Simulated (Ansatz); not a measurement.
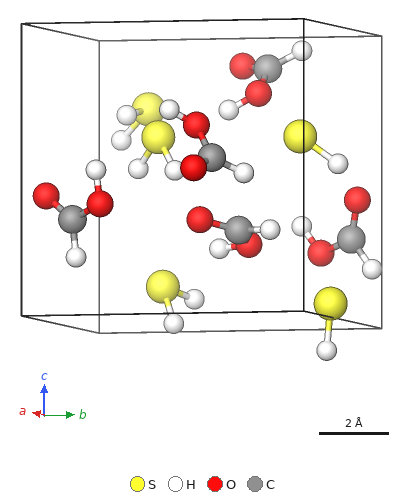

Starting frame of a dynamics run of a periodic cell with 5 SH2 + 5 HCOOH at 1.081 g/cm³. Style: ball-and-stick. Shown: the simulation cell, from a free direction.

Theory: DFT PBE-D3(BJ), scalar-relativistic, plane waves, PAW in Ansatz.

Input file:
```yaml
accuracy: low
crystal:
  lattice:
    - [8.504035, 0.0, 0.0]
    - [0.0, 8.504035, 0.0]
    - [0.0, 0.0, 8.504035]
  atoms:
    - { symbol: S, position: [0.29582929, 0.30356742, 0.13242581] }
    - { symbol: H, position: [0.36690263, 0.36180769, 0.00087997] }
    - { symbol: H, position: [0.15809795, 0.37703856, 0.09659297] }
    - { symbol: S, position: [0.54446114, 0.85866511, 0.62264637] }
    - { symbol: H, position: [0.5037608, 0.98114732, 0.52934001] }
    - { symbol: H, position: [0.39199208, 0.81815282, 0.64492434] }
    - { symbol: S, position: [0.46087316, 0.33280408, 0.63361906] }
    - { symbol: H, position: [0.53488381, 0.41173767, 0.51460951] }
    - { symbol: H, position: [0.38099005, 0.23994052, 0.53170674] }
    - { symbol: S, position: [0.59576551, 0.98047327, 0.04576002] }
    - { symbol: H, position: [0.57346484, 0.96039836, -0.11299561] }
    - { symbol: H, position: [0.44196695, 0.95127148, 0.07484298] }
    - { symbol: S, position: [0.96706881, 0.16231898, 0.7613495] }
    - { symbol: H, position: [1.11796731, 0.12681495, 0.73255769] }
    - { symbol: H, position: [0.91331841, 0.05097941, 0.659753] }
    - { symbol: O, position: [0.82409422, 0.56802305, 0.64992276] }
    - { symbol: C, position: [0.89695946, 0.64240189, 0.5330458] }
    - { symbol: O, position: [1.03241028, 0.61566819, 0.49051922] }
    - { symbol: H, position: [0.89677864, 0.49227341, 0.69942927] }
    - { symbol: H, position: [0.82149009, 0.73544018, 0.48344558] }
    - { symbol: O, position: [0.09770721, 0.8087799, 0.25056167] }
    - { symbol: C, position: [0.17531099, 0.93783792, 0.29120268] }
    - { symbol: O, position: [0.2227835, 0.97228556, 0.42210798] }
    - { symbol: H, position: [0.08319079, 0.7368455, 0.34445922] }
    - { symbol: H, position: [0.19034826, 1.0155784, 0.18722847] }
    - { symbol: O, position: [0.26487214, 0.63366465, 0.79002415] }
    - { symbol: C, position: [0.13592887, 0.6314341, 0.88226288] }
    - { symbol: O, position: [0.04826478, 0.51826461, 0.8979875] }
    - { symbol: H, position: [0.27535395, 0.5314282, 0.73438901] }
    - { symbol: H, position: [0.11915583, 0.74753343, 0.9426045] }
    - { symbol: O, position: [0.93853755, 0.25843924, 0.37857918] }
    - { symbol: C, position: [0.85075344, 0.13638078, 0.33236678] }
    - { symbol: O, position: [0.80447153, 0.03060008, 0.4173133] }
    - { symbol: H, position: [0.95623986, 0.24859494, 0.49372584] }
    - { symbol: H, position: [0.82737055, 0.14254761, 0.20455204] }
    - { symbol: O, position: [0.40690288, 0.6389474, 0.26491988] }
    - { symbol: C, position: [0.55905835, 0.64479539, 0.30491023] }
    - { symbol: O, position: [0.64049074, 0.53001938, 0.33753306] }
    - { symbol: H, position: [0.37550271, 0.52576841, 0.25398057] }
    - { symbol: H, position: [0.60254713, 0.76781745, 0.30205228] }
basis:
  ecutwfc: 420.0
kpoints:
  mp_grid: { grid: [1, 1, 1] }
hamiltonian:
  xc: pbe
  dispersion: d3bj
scf:
  occupations: { method: fermi_dirac, width: 0.02 }
  lower_state_search: "off"
md:
  timestep: 0.5
  n_steps: 120
  ensemble: nvt_langevin
  temperature: 700.0
  initial_velocities: maxwell_boltzmann
  seed: 78143
  friction: 0.02
```

Run as
```bash
ansatz run input.yaml --threads 1 --pin off --max-ram 3072MiB --backend cpu --events-out ev --progress --plain --runs-dir out
```

Q: Predict how the run goes.

A: The mean temperature in the second half is 690 K (standard deviation 91 K). The potential energy in the second half lies on average 59.7 meV per atom above the first frame. Root-mean-square distances from the starting positions over the second half, with the common drift of all atoms taken out: H 0.62 Å, O 0.35 Å, S 0.27 Å, C 0.23 Å. The heavy atoms stay within a fraction of a molecule's size of their starting places, while the hydrogen atoms travel further, as molecules turn; so short a run doesn't tell a liquid from a solid.

Along the run (each row but the first and the last is the mean over the interval that it begins):

```csv
time (fs),potential energy (meV/atom),T (K)
0.0,0.0,682
7.5,34.8,545
15.0,43.2,549
22.5,40.7,669
30.0,55.0,614
37.5,60.5,611
45.0,55.2,748
52.5,67.4,780
60.0,69.4,773
```

The paths of the atoms:

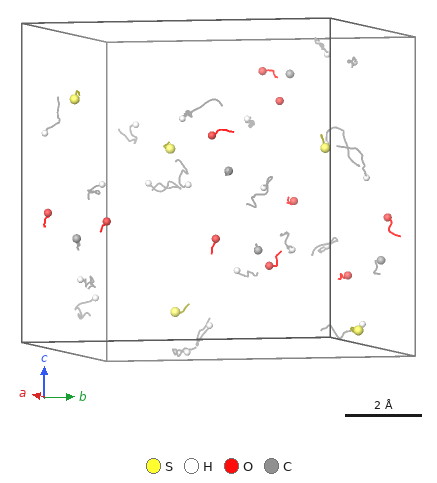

Limits of the set-up: the program's low-accuracy preset was used.

The run took roughly 9 core-minutes on a shared host.
